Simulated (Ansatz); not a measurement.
## TaAs: pressure series

Take TaAs (space group I4_1md, No. 109) as the base.

```
TaAs
1.0
   -1.73159     1.73159     5.86738
    1.73159    -1.73159     5.86738
    1.73159     1.73159    -5.86738
Ta As
2 2
Cartesian
  0.00000   0.00000  11.72443
  0.00000   1.73159   2.92336
  0.00000   0.00000   4.89198
  1.73159   0.00000   1.95830
```

Cell and atoms are relaxed at each pressure.

The values are results of Kohn–Sham DFT with the PBE functional, run in Ansatz (an electronic-structure program) with PAW and 420 eV plane waves, spin-orbit coupling left out, earlier PAW set, not measurements.

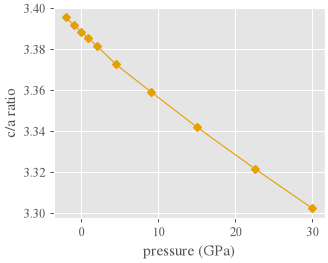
*c/a ratio against pressure*

```csv
pressure (GPa),c/a ratio
-2,3.395
-1,3.392
0.9,3.385
2.1,3.381
4.5,3.373
9,3.359
15,3.342
22.5,3.322
30,3.302
```

Load acts through the strain it causes; cell and atoms are relaxed under it. No phonon test of stability was made. Competing high-pressure phases were not computed. All final runs are without spin polarisation.
